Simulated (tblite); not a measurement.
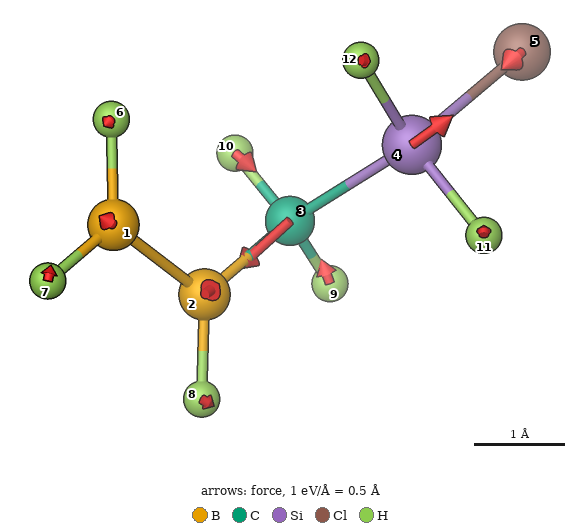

Starting geometry of CH$_{7}$B$_{2}$ClSi with the computed forces as red arrows. A ball-and-stick model, seen from a free direction.

Theory: GFN2-xTB geometry optimisation, gas phase in tblite. 

> What follows when this structure is relaxed?

It isn't relaxed: the largest force vector, on C3, is 1.76 eV/Å. The final displacements have little in common with the starting forces (cosine between the two patterns 0.13). The atom that moves furthest after the best rigid fit is H7 (1.26 Å). Largest moves by element: H 1.26 Å, Cl 0.22 Å, B 0.19 Å, Si 0.09 Å, C 0.08 Å. Near-neighbour distances that change, for instance: Si4–Cl5 2.086 → 2.025 Å, C3–Si4 1.854 → 1.905 Å, B1–B2 1.656 → 1.624 Å, B2–C3 1.598 → 1.570 Å. Bond angles that change, for instance: B2–C3–H10 108.6° → 113.7°, H6–B1–H7 119.2° → 114.4°, C3–B2–H8 119.5° → 114.8°. Groups turn about B1–B2 by about 85°, B2–C3 by about 25°. The energy falls by 12.4 kcal/mol in 66 geometry steps. The run took 0.59 s on 1 thread of Arm Neoverse N1 (shared host).
